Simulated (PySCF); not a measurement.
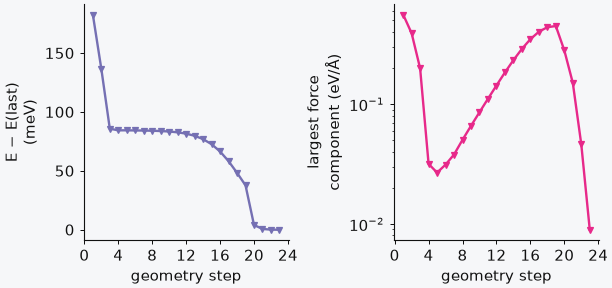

History of a geometry optimisation. The start has point group C2v.

- system: MnF3 molecule, multiplicity 5
- method: UKS-based B3LYP, Mn def2-SVP, F def2-SVP; non-relativistic Hamiltonian; density fitting (PySCF 2.14.0)

Question: How did it end, and what did it gain?

Answer: The optimisation met its thresholds at geometry 23, counting the start as the first. The energy fell by about 180 meV from the first step to the last. The largest force component goes from about 0.56 eV/Å at the start to 9 × 10⁻³ eV/Å at the end.

Question: By which step was nine tenths of the energy gained?

Answer: By step 20 of 23.
